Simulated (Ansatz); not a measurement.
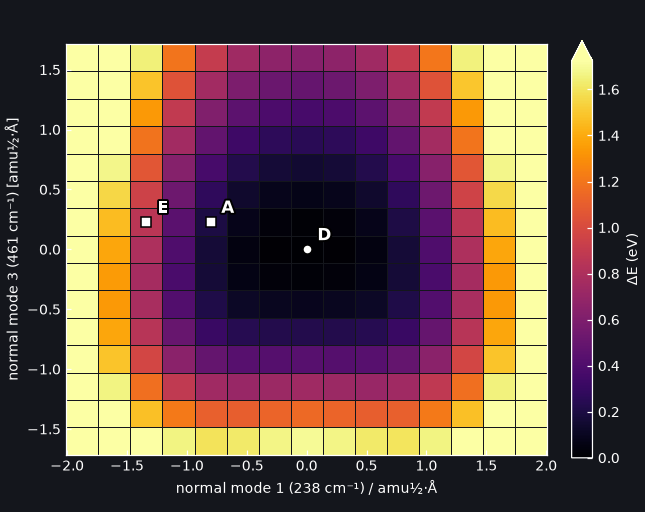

CH₂GaN, SMILES N#[C][GaH2]. First axis: normal mode 1 (238 cm⁻¹). Second axis: normal mode 3 (461 cm⁻¹). Nothing is relaxed (straight displacements along the two mass-weighted modes). The scan uses a 15 × 15 grid. Energies are in eV, from the lowest grid point. Computed with RHF/def2-TZVP (Ansatz 0.2.0).

The picture shows one coloured cell a grid point, one colour for all values above the top of the scale, lettered points.

Q: Is E the lowest point of the computed grid?

A: No. E lies 0.86 eV above the lowest grid point, which is at normal mode 1 (238 cm⁻¹) = 0.000 amu½·Å, normal mode 3 (461 cm⁻¹) = 0.000 amu½·Å.

Q: Rank the lettered points by energy, lowest first.

A: D (0.00 eV), A (0.20 eV), E (0.86 eV).

Q: What kind of point is each of A, D, E: minimum, saddle, maximum or slope?

A: A: on a slope; D: minimum; E: on a slope. (In these two coordinates alone; a stationary point may lie a little off the grid point.)
